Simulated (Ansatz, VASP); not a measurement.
## Al (Al(111)): VASP beside Ansatz

Wanted: the spread between two codes on one cell, functional and k mesh.

Program: Ansatz 0.2.0. Level of theory: plane waves, with VASP 6.6.1 beside it; single point at PBEsol. Results are calculated unless marked as measured.

## (1) The starting structure

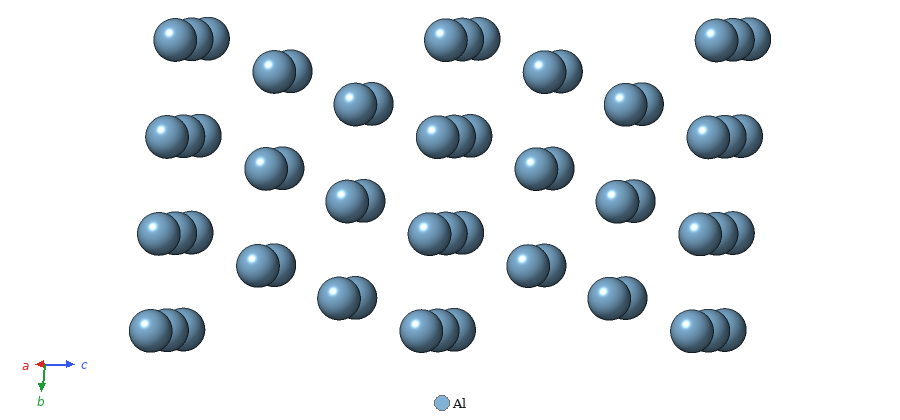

The cell as given, from the side, with the c axis across the page (aluminium light blue). 2×3×1 cells are drawn. Some periodic images of atoms are drawn too.

The cell holds 7 atoms: 7 Al. Its edges and angles: a = 2.839 Å, b = 2.839 Å, c = 28.909 Å, α = 90.0°, β = 90.0°, γ = 60.0°. It derives from Al. As first built, before any earlier steps moved the atoms: 7 layers of fcc Al, cut at this functional's lattice. Vacuum lies along c.

## (2) Ansatz: single point, PBEsol

Ansatz runs on its default PAW (the set named soft_2) files.

With cell and atoms fixed, the geometry can't cause a difference; cores, projectors, grids and the points listed under the comparison can.

The input, input.yaml:

```yaml
crystal:
  lattice:
    - [2.8392331813, 0.0, 0.0]
    - [1.4196165907, 2.4588480623, 0.0]
    - [0.0, 0.0, 28.9093451102]
  atoms:
    - { symbol: Al, position: [0.0, 0.0, 0.2591836495] }
    - { symbol: Al, position: [0.33333333, 0.33333333, 0.3400821373] }
    - { symbol: Al, position: [0.66666667, 0.66666667, 0.4194833399] }
    - { symbol: Al, position: [0.0, 0.0, 0.5] }
    - { symbol: Al, position: [0.33333333, 0.33333333, 0.5805166601] }
    - { symbol: Al, position: [0.66666667, 0.66666667, 0.6599178627] }
    - { symbol: Al, position: [0.0, 0.0, 0.7408163505] }
hamiltonian:
  xc: pbesol
  pseudopotentials: { kind: paw }
kpoints:
  mp_grid: { grid: [12, 12, 1] }
scf:
  occupations: { method: methfessel_paxton, width: 0.15 }
  n_extra_bands: 5
efield:
  axis: 3
  dipole_correction: true
  ramp_width: 0.04
output:
  forces: true
  eigenvalues: true
```

Run with:

```console
$ ansatz run input.yaml --threads 4 --pin off --max-ram 9216MiB --backend cpu --events-out ev --progress --plain --runs-dir out
```

Numbers of over 12 decimals in the logs are rounded to 6 here.

What it wrote:

```text
scf.n_extra_bands = 5 over 11 filled bands (N_el = 21.0): the run solves 16 bands
Engine: ansatz 0.2.0, aarch64-unknown-linux-gnu
Pseudopotentials: kind: paw
Pseudopotential: Al, paw, valence charge 3, recommended cutoff 420 eV (normal), Al.paw.azcp
Functional definition: PBEsol
  exchange = pbesol_x
  correlation = pbesol_c
Crystal: 7 atoms, lattice volume = 201.823 Å³
Basis set: ecut = 420 eV, 3973 PW (Γ), exchange–correlation on 40×40×400 points (8 copies of the dense FFT grid, shifted against one another)
Bands: 16, of which v1, the nominal top of the filled ones, is band 11 counted from 1 (10 counted from 0)
Symmetry: 6 space group operations
k-points: 19 of 144 (time reversal used)
Non-local potential: Al, projectors of the file, l = 0: 2, l = 1: 2, l = 2: 1
PAW form: soft (Blöchl's): semilocal exchange-correlation on the pseudo side does not see the compensation charge
PAW frozen core: Al, regenerated for the run's functional, and the local potential with it (the file was generated under x = pbe(κ = 0.804, μ = 0.219515), c = pbe(β = 0.066725))
PAW one-centre angular grid: Al, 110 points (default); XC on 64 Gauss nodes
Initial density: superposition of atomic densities (neutral atoms: chi_scale 0, normalization atom), corrected by the library's trained network
Initial wavefunctions: pseudopotential atomic-orbital guess
Functional: x = pbesol(κ = 0.804, μ = 0.123457), c = pbesol(β = 0.046)
SCF iter   1: F=—  HF=-3671.017800 eV  |F-HF|=—  |Δ(HF+E_count)|=         —  Δρ=1.93e-3  dr2=2.14e-1  ethr=1.77e-3  p=0.000 e·Å  D=1.20e-14 V/Å  ΔV_dip=-0.00 eV  dr2_dipole=3.57e-8  V_vac-E_F(+/−)=4.14/4.14 eV  ⟨swp⟩=9.1  Hψ=2315  notcnv=0
efield: sawtooth ramp at fractional position 0.9800 (placed from the atoms, in the widest stretch of the axis that holds none; the zero of the levels goes with the place), width 0.0400; the density the first Hamiltonian is built on has a dipole p = 0.000 e·Å; the dipole correction subtracts the counter field D = 1.20e-14 V/Å, which shifts the + side's vacuum level by -0.00 eV against the − side's; the planar-averaged density in the ramp window peaks in size at 1.4e-5 e/Å³
preconditioner: auto → LDOS  [insulator: Δε(μ)=0.129 eV  Ē_g=6.553 eV  σ=0.150 eV  W_gap=0.66  n_scr=16 (ndim 8)  ℏωp=12.0 eV  f_vac=0.356  D(μ)=1.64/eV (n_scr^D=10)  ε∞_Penn≈4.3  β→1.0]
SCF iter   2: F=—  HF=-3671.013607 eV  |F-HF|=—  |Δ(HF+E_count)|=   4.19e-3  S|Δr|=    0.00e0  Δρ=1.09e-3  dr2=6.65e-2  ethr=1.02e-3  p=-0.000 e·Å  D=-1.79e-5 V/Å  ΔV_dip=0.00 eV  dr2_dipole=3.05e-7  V_vac-E_F(+/−)=4.12/4.12 eV  ⟨swp⟩=1.3  Hψ=473  notcnv=0  defer=6
SCF iter   3: F=—  HF=-3671.010466 eV  |F-HF|=—  |Δ(HF+E_count)|=   3.14e-3  S|Δr|=    0.00e0  Δρ=1.50e-4  dr2=9.16e-4  ethr=3.16e-4  p=-0.000 e·Å  D=-5.43e-6 V/Å  ΔV_dip=0.00 eV  dr2_dipole=9.15e-8  V_vac-E_F(+/−)=4.14/4.14 eV  ⟨swp⟩=1.4  Hψ=308  notcnv=0  defer=6
SCF iter   4: F=—  HF=-3671.010605 eV  |F-HF|=—  |Δ(HF+E_count)|=   1.39e-4  S|Δr|=    0.00e0  Δρ=9.06e-5  dr2=2.05e-4  ethr=4.36e-6  p=0.000 e·Å  D=8.86e-8 V/Å  ΔV_dip=-0.00 eV  dr2_dipole=6.04e-8  V_vac-E_F(+/−)=4.13/4.13 eV  ⟨swp⟩=2.2  Hψ=482  notcnv=0  defer=6
SCF iter   5: F=—  HF=-3671.010583 eV  |F-HF|=—  |Δ(HF+E_count)|=   2.16e-5  S|Δr|=    0.00e0  Δρ=2.98e-5  dr2=2.26e-5  ethr=9.77e-7  p=-0.000 e·Å  D=-3.69e-7 V/Å  ΔV_dip=0.00 eV  dr2_dipole=2.96e-9  V_vac-E_F(+/−)=4.13/4.13 eV  ⟨swp⟩=1.4  Hψ=330  notcnv=0  defer=6
SCF iter   6: F=—  HF=-3671.010518 eV  |F-HF|=—  |Δ(HF+E_count)|=   6.55e-5  S|Δr|=    0.00e0  Δρ=1.31e-5  dr2=3.34e-6  ethr=1.08e-7  p=-0.000 e·Å  D=-1.70e-7 V/Å  ΔV_dip=0.00 eV  dr2_dipole=1.28e-8  V_vac-E_F(+/−)=4.13/4.13 eV  ⟨swp⟩=2.3  Hψ=451  notcnv=0  defer=6
SCF iter   7: F=—  HF=-3671.010517 eV  |F-HF|=—  |Δ(HF+E_count)|=   3.18e-7  S|Δr|=    0.00e0  Δρ=6.12e-6  dr2=8.65e-7  ethr=1.59e-8  p=-0.000 e·Å  D=-9.90e-8 V/Å  ΔV_dip=0.00 eV  dr2_dipole=9.06e-9  V_vac-E_F(+/−)=4.13/4.13 eV  ⟨swp⟩=1.8  Hψ=396  notcnv=0  defer=6
SCF iter   8: F=—  HF=-3671.010517 eV  |F-HF|=—  |Δ(HF+E_count)|=   8.73e-8  S|Δr|=    0.00e0  Δρ=2.11e-6  dr2=1.08e-7  ethr=4.12e-9  p=-0.000 e·Å  D=-6.18e-8 V/Å  ΔV_dip=0.00 eV  dr2_dipole=1.92e-9  V_vac-E_F(+/−)=4.13/4.13 eV  ⟨swp⟩=1.7  Hψ=354  notcnv=0  defer=6
SCF iter   9: F=-3671.010517 eV  HF=-3671.010517 eV  |F-HF|=6.70e-9  |Δ(HF+E_count)|=   7.75e-9  S|Δr|=    0.00e0  Δρ=2.82e-7  dr2=4.38e-9  ethr=4.76e-10  p=0.000 e·Å  D=4.84e-8 V/Å  ΔV_dip=-0.00 eV  dr2_dipole=2.60e-9  V_vac-E_F(+/−)=4.13/4.13 eV  ⟨swp⟩=10.9  Hψ=1581  notcnv=0
SCF 1 converged in 9 iterations: F = -3671.010517 eV  dr2 = 4.38e-9
  greatest PAW one-centre occupation: 0.464 electrons in one spin orbital (limit 2), on the Al atom at site 0 (counted from 0), in its partial waves of l = 0
SCF converged after 9 iterations
Stability not checked: this state was not tested for a lower state beside it, because cold or Methfessel-Paxton smearing, or corrected tetrahedra, fill the levels in a way that the test cannot read (fill_not_monotonic; see scf.lower_state_search)
Free energy (F): -3671.010517 eV
Harris-Foulkes:  -3671.010517 eV  (|F-HF|=6.70e-9)
Internal energy: -3671.018318 eV  (E = F + TS)
E sigma→0 (E₀):  -3671.012467 eV
Entropy (-TS):   0.007801 eV (1.114 meV/atom)
Fermi energy:    2.727858 eV
Dipole field:    D = 0.000068 V/Å  (p = 0.000076 e·Å, saw-weighted, corrected)
Work function:   Φ+ = 4.1240 eV   Φ− = 4.1260 eV
Levels:          The Fermi level and band energies are counted from a zero that moves with the ramp; work functions are not
--- Per-component energies (eV) ---
  E_band       = -31.803279
  E_kinetic    = 157.953788
  E_local      = -5255.180280  (includes V_loc(G=0)·N_el)
  E_nonlocal   = 73.230603
  E_hartree    = 2609.838927
  E_xc         = -274.331846
  E_vxc        = -202.120763  (∫ρ·V_xc dr)
  E_paw        = -3183.019014  (= ΣΔE_a)
  E_vpaw       = -25.364114  (= ΣTr[D̂ρ^β])
  E_aug_tail   = -0.000018  (compensation charges beyond the density's cutoff)
  E_efield     = 0.000000  (sawtooth field / dipole correction)
  E_vefield    = 0.000000  (∫n·V_field dr)
  E_ewald      = 2200.355549
  E_core_change = 0.133973  (= ΣΔE_core)
  E_smearing   = 0.007801  (= −TS)
  E_closure    = 0.000000  (closes the sum)
  Σ components = -3671.010517   (vs F -3671.010517, Δ=0.00e0)
--- Forces (eV/Å), atoms counted from 1 ---
  atom   1  Al     0.00000000    -0.00000000     0.00496939
  atom   2  Al     0.00000000    -0.00000000    -0.00051491
  atom   3  Al    -0.00000000     0.00000000     0.00078318
  atom   4  Al    -0.00000000     0.00000000    -0.00000908
  atom   5  Al     0.00000000    -0.00000000    -0.00077811
  atom   6  Al    -0.00000000     0.00000000     0.00049667
  atom   7  Al    -0.00000000     0.00000000    -0.00494789
  max |Σ_I F_I| component: 7.44e-7 eV/Å
--- Band table (eV; the first three rows and the last of 19) ---
  k-point 0: bands = [... 7 lower, -1.0962, 0.7537, 2.6180, 4.4105, 5.9161, 6.5764, 7.6095, 7.7283, ... 1 higher]
  k-point 1: bands = [... 7 lower, -0.9377, 0.9123, 2.7739, 4.5640, 6.0721, 6.7428, 7.7641, 7.8861, ... 1 higher]
  k-point 2: bands = [... 7 lower, -0.4628, 1.3843, 3.2328, 5.0039, 6.4954, 7.2154, 7.9216, 8.1138, ... 1 higher]
  k-point 18: bands = [... 7 lower, 0.4930, 0.6557, 1.2186, 1.2186, 1.2852, 2.1471, 2.1471, 3.2320, ... 1 higher]
```

Elapsed: 1.8 s, on 4 threads of Arm Neoverse V1, shared host; peak memory 0.41 GiB; 6.7 s of CPU time.

In the SCF lines HF is the Harris–Foulkes energy and dr2 the Hartree energy of the density residual, in eV; the loop may stop once dr2 is under the threshold and the program's other checks hold. Hψ counts applications of the Hamiltonian.

## (3) VASP: single point, PBEsol

The same cell, functional, mesh and smearing now go to VASP, with its own data sets and cutoff.

Lines of VASP's logs that name or quote its potential files are left out, and so is its time.

The input, INCAR:

```
SYSTEM = Al
PREC = Normal
ENCUT = 320
EDIFF = 1E-06
NELM = 120
ISMEAR = 1
SIGMA = 0.15
LREAL = .FALSE.
ALGO = Fast
GGA = PS
NBANDS = 17
LORBIT = 11
LWAVE = .FALSE.
LCHARG = .TRUE.
KPAR = 4
IDIPOL = 3
LDIPOL = .TRUE.
DIPOL = 0.5 0.5 0.5
LVHAR = .TRUE.
LVACPOTAV = .TRUE.
NEDOS = 1500
```

The input, POSCAR:

```
Al
1.0
    2.8392331813      0.0000000000      0.0000000000
    1.4196165907      2.4588480623      0.0000000000
    0.0000000000      0.0000000000     28.9093451102
Al
7
Direct
    0.0000000000      0.0000000000      0.2591836495
    0.3333333300      0.3333333300      0.3400821373
    0.6666666700      0.6666666700      0.4194833399
    0.0000000000      0.0000000000      0.5000000000
    0.3333333300      0.3333333300      0.5805166601
    0.6666666700      0.6666666700      0.6599178627
    0.0000000000      0.0000000000      0.7408163505
```

The input, KPOINTS:

```
Automatic mesh
0
Gamma
12 12 1
0 0 0
```

Potentials, in the order of the species: Al (PBE family, release 64).

Run with:

```console
$ mpirun -np 4 vasp_std
```

What it wrote:

```text
[banner, memory and clock lines left out]
running    4 mpi-ranks, on    1 nodes
 distrk:  each k-point on    1 cores,    4 groups
 distr:  one band on    1 cores,    1 groups

 POSCAR found type information on POSCAR Al
 POSCAR found :  1 types and       7 ions
|                                                                             |
|               ----> ADVICE to this user running VASP <----                  |
|                                                                             |
|     You enforced a specific xc type in the INCAR file but a different       |
|     [... a line on the potential file left out ...]
|     I HOPE YOU KNOW WHAT YOU ARE DOING!                                     |
|                                                                             |

 LDA part: xc-table for (Slater+PW92), standard interpolation
 POSCAR, INCAR and KPOINTS ok, starting setup
 FFT: planning ... GRIDC
 FFT: planning ... GRID_SOFT
 FFT: planning ... GRID
 WAVECAR not read
 entering main loop
       N       E                     dE             d eps       ncg     rms          rms(c)
DAV:   1     0.291886309716E+02    0.29189E+02   -0.53885E+03   654   0.614E+02
DAV:   2    -0.256756292461E+02   -0.54864E+02   -0.52391E+02   845   0.116E+02
DAV:   3    -0.285714003096E+02   -0.28958E+01   -0.27763E+01   960   0.246E+01
DAV:   4    -0.286634146691E+02   -0.92014E-01   -0.90860E-01  1010   0.498E+00
DAV:   5    -0.286653559742E+02   -0.19413E-02   -0.19405E-02  1075   0.722E-01    0.412E+00
RMM:   6    -0.292182578762E+02   -0.55290E+00   -0.53846E+00   822   0.375E+00    0.340E+00
RMM:   7    -0.279552422496E+02    0.12630E+01   -0.12107E+00   786   0.223E+00    0.192E+00
RMM:   8    -0.278110126794E+02    0.14423E+00   -0.18748E-01   767   0.155E+00    0.514E-01
RMM:   9    -0.277995438964E+02    0.11469E-01   -0.47290E-02   860   0.805E-01    0.249E-01
RMM:  10    -0.278000673933E+02   -0.52350E-03   -0.10874E-02   803   0.446E-01    0.784E-02
RMM:  11    -0.277992093466E+02    0.85805E-03   -0.36981E-03   851   0.254E-01    0.879E-02
RMM:  12    -0.277996496591E+02   -0.44031E-03   -0.17988E-03   859   0.167E-01    0.411E-02
RMM:  13    -0.277997744438E+02   -0.12478E-03   -0.38235E-04   900   0.936E-02    0.170E-02
RMM:  14    -0.277999986283E+02   -0.22418E-03   -0.28269E-04   816   0.623E-02    0.123E-02
RMM:  15    -0.278001456306E+02   -0.14700E-03   -0.11404E-04   814   0.395E-02    0.103E-02
RMM:  16    -0.278002106920E+02   -0.65061E-04   -0.46406E-05   761   0.269E-02    0.606E-03
RMM:  17    -0.278002890160E+02   -0.78324E-04   -0.17040E-05   771   0.174E-02    0.476E-03
RMM:  18    -0.278003596754E+02   -0.70659E-04   -0.74073E-06   697   0.114E-02    0.266E-03
RMM:  19    -0.278004108985E+02   -0.51223E-04   -0.60767E-06   665   0.859E-03    0.186E-03
RMM:  20    -0.278004209002E+02   -0.10002E-04   -0.12577E-06   601   0.520E-03    0.125E-03
RMM:  21    -0.278004242157E+02   -0.33155E-05   -0.42110E-07   509   0.347E-03    0.128E-03
RMM:  22    -0.278004247843E+02   -0.56859E-06   -0.12709E-07   418   0.252E-03
|                                                                             |
|           W    W    AA    RRRRR   N    N  II  N    N   GGGG   !!!           |
|           W    W   A  A   R    R  NN   N  II  NN   N  G    G  !!!           |
|           W    W  A    A  R    R  N N  N  II  N N  N  G       !!!           |
|           W WW W  AAAAAA  RRRRR   N  N N  II  N  N N  G  GGG   !            |
|           WW  WW  A    A  R   R   N   NN  II  N   NN  G    G                |
|           W    W  A    A  R    R  N    N  II  N    N   GGGG   !!!           |
|                                                                             |
|     Did not find any points to average over, which means that no vacuum     |
|     field-free region was found. Please increase the size of  your cell     |
|     in the dimension of the dipole correction to obtain accurate            |
|     workfunction values.                                                    |
|                                                                             |

   1 F= -.27800425E+02 E0= -.27803002E+02  d E =0.773103E-02
```

OUTCAR, selected parts (step 3):

```text
ion  position               nearest neighbor table
   1  0.000  0.000  0.259-   2 2.86   2 2.86   2 2.86
   2  0.333  0.333  0.340-   3 2.82   3 2.82   3 2.82   1 2.86   1 2.86   1 2.86
   3  0.667  0.667  0.419-   2 2.82   2 2.82   2 2.82   4 2.85   4 2.85   4 2.85
   4  0.000  0.000  0.500-   3 2.85   5 2.85   3 2.85   5 2.85   5 2.85   3 2.85
   5  0.333  0.333  0.581-   6 2.82   6 2.82   6 2.82   4 2.85   4 2.85   4 2.85
   6  0.667  0.667  0.660-   5 2.82   5 2.82   5 2.82   7 2.86   7 2.86   7 2.86
   7  0.000  0.000  0.741-   6 2.86   6 2.86   6 2.86

  LATTYP: Found a hexagonal cell.
 ALAT       =     2.8392331813
 C/A-ratio  =    10.1820961026

 Subroutine GETGRP returns: Found 12 space group operations
 (whereof 12 operations were pure point group operations)

The static configuration has the point symmetry D_3d.

 Found     19 irreducible k-points:

   k-points           NKPTS =     19   k-points in BZ     NKDIM =     19   number of bands    NBANDS=     17

   dimension x,y,z NGX =    12 NGY =   12 NGZ =  128
   dimension x,y,z NGXF=    24 NGYF=   24 NGZF=  256

   ENCUT  =  320.0 eV  23.52 Ry    4.85 a.u.   4.14  4.14 42.17*2*pi/ulx,y,z

   NELECT =      21.0000    total number of electrons

 k-points in reciprocal lattice and weights: Automatic mesh
   0.00000000  0.00000000  0.00000000       0.007
   0.08333333 -0.00000000  0.00000000       0.042
   0.16666667  0.00000000  0.00000000       0.042
   0.25000000  0.00000000  0.00000000       0.042
   0.33333333  0.00000000  0.00000000       0.042
   0.41666667  0.00000000  0.00000000       0.042
   0.50000000  0.00000000  0.00000000       0.021
   0.16666667  0.08333333  0.00000000       0.042
   0.25000000  0.08333333  0.00000000       0.083
[...]
-0.41666667  0.25000000  0.00000000       0.083
  -0.33333333  0.33333333  0.00000000       0.014

 dipolmoment           0.000000      0.000000      0.000000 electrons x Angstroem

 average (electrostatic) potential at core
       1 -77.5215       2 -77.3663       3 -77.3604       4 -77.3467       5 -77.3604
       6 -77.3663       7 -77.5215

 E-fermi :   2.7671

 k-point     1 :       0.0000    0.0000    0.0000
  band No.  band energies     occupation
    ...
      6      -4.0660      2.00000
      7      -2.5391      2.00000
      8      -1.0637      2.00000
      9       0.7903      2.00000
     10       2.6569      1.94258
     11       4.4518     -0.00000
     12       5.9608      0.00000
     13       6.6233      0.00000
     14       7.6659      0.00000
     15       7.7632      0.00000
    ...

 k-point     2 :       0.0833   -0.0000    0.0000
  band No.  band energies     occupation
    ...
      6      -3.9002      2.00000
      7      -2.3732      2.00000
      8      -0.9049      2.00000
      9       0.9490      2.00000
     10       2.8129      0.50810
     11       4.6055     -0.00000
     12       6.1167      0.00000
     13       6.7897      0.00000
     14       7.8205      0.00000
     15       7.9214      0.00000
    ...

 k-point     3 :       0.1667    0.0000    0.0000
  band No.  band energies     occupation
    ...
      5      -4.7096      2.00000
      6      -3.4044      2.00000
      7      -1.8783      2.00000
      8      -0.4294      2.00000
      9       1.4215      2.00000
     10       3.2723     -0.00002
     11       5.0459     -0.00000
     12       6.5408      0.00000
     13       7.2633      0.00000
     14       7.9728      0.00000
    ...

  Total       -1.1327790     -1.1327790     -0.0723181     -0.0000000      0.0000000     -0.0000000
  in kB       -8.9925896     -8.9925896     -0.5740991     -0.0000000      0.0000000     -0.0000000
  external PRESSURE =      -6.1864261 kB  Pullay stress =       0.0000000 kB

  energy-cutoff  :      320.00
  volume of cell :      201.82
      direct lattice vectors                 reciprocal lattice vectors
     2.839233181  0.000000000  0.000000000     0.352207774 -0.203347253  0.000000000
     1.419616591  2.458848062  0.000000000     0.000000000  0.406694507  0.000000000
     0.000000000  0.000000000 28.909345110     0.000000000  0.000000000  0.034590891

 POSITION                                       TOTAL-FORCE (eV/Angst)
 -----------------------------------------------------------------------------------
      0.00000      0.00000      7.49283         0.000000     -0.000000     -0.001277
      1.41962      0.81962      9.83155        -0.000000     -0.000000     -0.002439
      2.83923      1.63923     12.12699        -0.000000     -0.000000      0.001776
      0.00000      0.00000     14.45467         0.000000      0.000000     -0.000000
      1.41962      0.81962     16.78236         0.000000      0.000000     -0.001776
      2.83923      1.63923     19.07779         0.000000      0.000000      0.002439
      0.00000      0.00000     21.41652        -0.000000      0.000000      0.001277
 -----------------------------------------------------------------------------------
    total drift:                                0.000000      0.000000     -0.000000

  FREE ENERGIE OF THE ION-ELECTRON SYSTEM (eV)
  ---------------------------------------------------
  free  energy   TOTEN  =       -27.8004247843 eV

  energy  without entropy=      -27.8081558104  energy(sigma->0) =      -27.80300179

 vacuum level on the upper side and lower side of the slab         6.892         6.892

 total charge
# of ion       s       p       d       tot
------------------------------------------
    1        0.450   0.316   0.000   0.766
    2        0.429   0.353   0.000   0.782
    3        0.431   0.350   0.000   0.781
    4        0.433   0.347   0.000   0.780
    5        0.431   0.350   0.000   0.781
    6        0.429   0.353   0.000   0.782
    7        0.450   0.316   0.000   0.766
--------------------------------------------------
tot          3.054   2.384   0.000   5.438

[... 3 further parts left out ...]
```

## (4) Differences

Known differences besides the PAW data sets themselves: the cutoff is 420 eV in Ansatz and 320 eV in VASP (PREC = Normal); Ansatz makes its cores anew for this functional, VASP keeps those of its PBE data sets; VASP leaves aspherical gradient terms in its spheres out (LASPH is not set), Ansatz keeps them. Total energies have different zeros and are not compared.

Compared:

| quantity | Ansatz | VASP | difference |
| --- | --- | --- | --- |
| work function, lower of the two faces (eV) | 4.12 | 4.12 | 0.00 |
| work function, higher of the two faces (eV) | 4.13 | 4.12 | 0.00 |

At this near-relaxed geometry the largest component of a force difference is 6 meV/Å.

## (5) What came out

```yaml
difference_in_work_function_higher_of_the_two_faces_single_point_pbesol: 0.0011 eV
```

The difference in work function, higher of the two faces is 0.0011 eV (single point, PBEsol). How closely two codes agree says nothing of how well the functional describes the real material.

[Lines on the potential files, build, host, timing and source positions are cut from VASP's logs without a mark.]

[Logs are printed without paths, hosts, clocks, repeated set-up lines and the standing remarks that a program may print on its own settings, such as how far it seeks lower states.]

[Hosts, paths, dates, database ids (printed as entryN), source tags and the programs' standing remarks are cut or masked in the printed files.]
